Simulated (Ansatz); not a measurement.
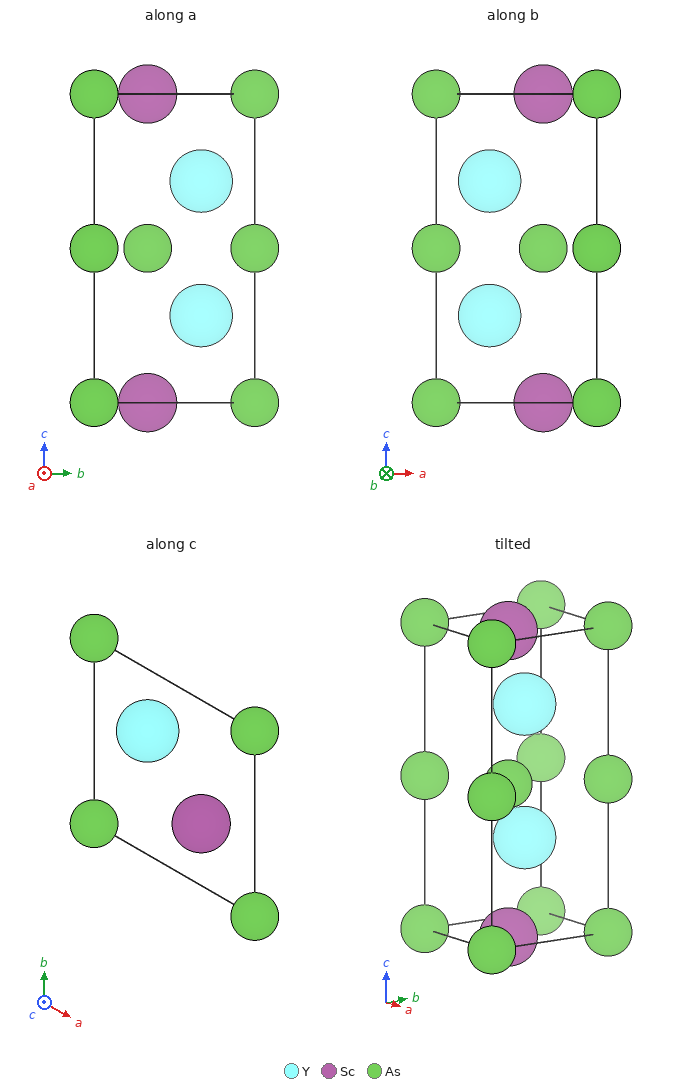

Shown here is a spheres-only view of the crystal, taken along the a axis, along the b axis, along the c axis and slightly off an axis. One conventional unit cell is framed, with atoms on its boundary repeated.

Lattice parameters: a = 4.5746 Å, b = 4.5746 Å, c = 7.6107 Å, α = 90.000°, β = 90.000°, γ = 120.000°.

Reconstruct the structure as a CIF with its space group and independent sites, with free fractional coordinates to two decimals.

Answer.
```cif
data_structure
_symmetry_space_group_name_H-M 'P -6 m 2'
_symmetry_Int_Tables_number 187
_cell_length_a 4.5746
_cell_length_b 4.5746
_cell_length_c 7.6107
_cell_angle_alpha 90.000
_cell_angle_beta 90.000
_cell_angle_gamma 120.000
_cell_volume 137.93
loop_
_atom_site_label
_atom_site_type_symbol
_atom_site_symmetry_multiplicity
_atom_site_Wyckoff_symbol
_atom_site_fract_x
_atom_site_fract_y
_atom_site_fract_z
_atom_site_occupancy
Y1 Y 2 h 0.3333 0.6667 0.28 1
Sc1 Sc 1 e 0.6667 0.3333 0.00 1
As1 As 1 f 0.6667 0.3333 0.50 1
As2 As 1 a 0.00 0.00 0.00 1
As3 As 1 b 0.00 0.00 0.50 1
```

The initial geometry was a structure type filled with these elements by a generator (whether the compound takes this form wasn't checked). This is the structure after a relaxation with DFT PBE, scalar-relativistic, plane waves, PAW (Ansatz).
